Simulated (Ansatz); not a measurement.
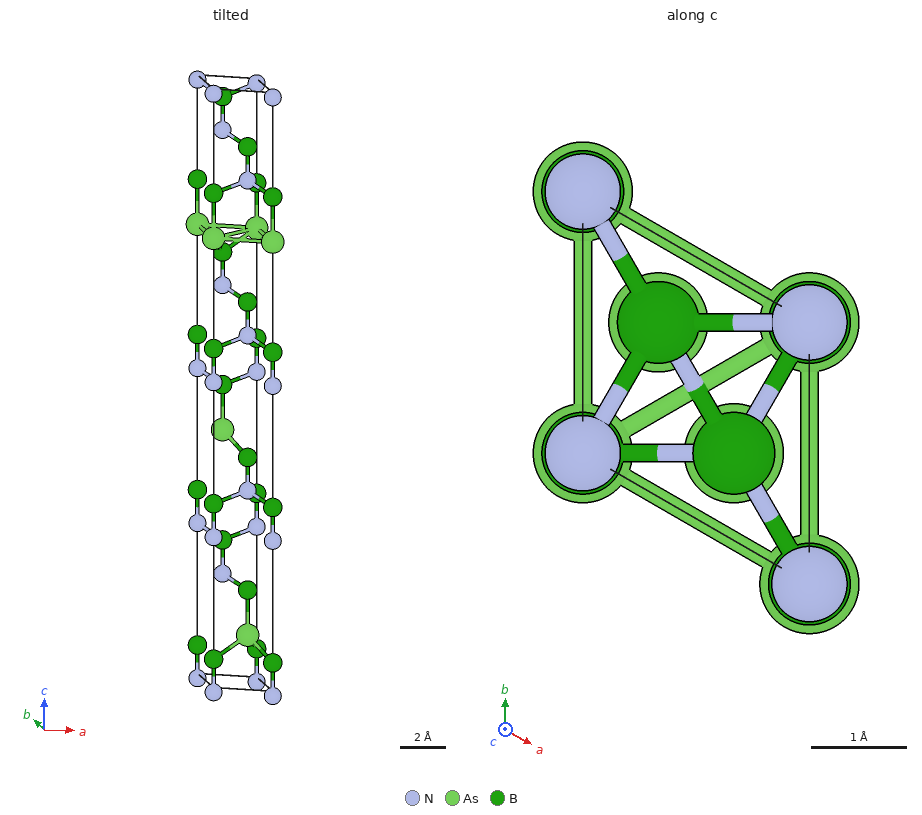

Ball-and-stick representation of a periodic structure, projected slightly off an axis and along the c axis. The wireframe shows the conventional unit cell.

B4AsN3, space group R3m (No. 160), a = 2.754 Å, b = 2.754 Å, c = 27.750 Å, α = 90.00°, β = 90.00°, γ = 120.00°. The cell started as a structure type filled with these elements by a generator (whether the compound takes this form wasn't checked). Earlier steps of the study, as a rule a relaxation of our own, may have changed the cell and positions, so they can lie some per cent off the listed ones. It went into a calculation with Ansatz.

This one geometry was computed with Ansatz (DFT, plane waves, PAW) at three levels of theory: PBE with spin-orbit coupling, r2SCAN and PBE. It was relaxed beforehand with r2SCAN.

Question: Which level gives the highest pressure at this volume, and what does that say about its equilibrium volume?

Answer: Highest: PBE with spin-orbit coupling (3.5 GPa) and PBE (3.5 GPa), which points to the largest equilibrium volume. Lowest, with the smallest volume: r2SCAN (0.0 GPa). Levels within 0.5 GPa of each other can't be told apart.

Question: How does the band gap change with the level of theory?

Answer: All levels give a metal, though semilocal functionals underestimate gaps and can close a small one.

Question: Collect the results in a table.

Answer:
| level | cutoff (eV) | k-mesh of the run's cell | gap (eV) | pressure (GPa) |
| --- | --- | --- | --- | --- |
| PBE with spin-orbit coupling | 420 | 10×10×10 | metal | 3.5 |
| r2SCAN | 500 | 10×10×10 | metal | 0.0 |
| PBE | 420 | 10×10×10 | metal | 3.5 |

Gaps are taken on the k-mesh or band path of each run.
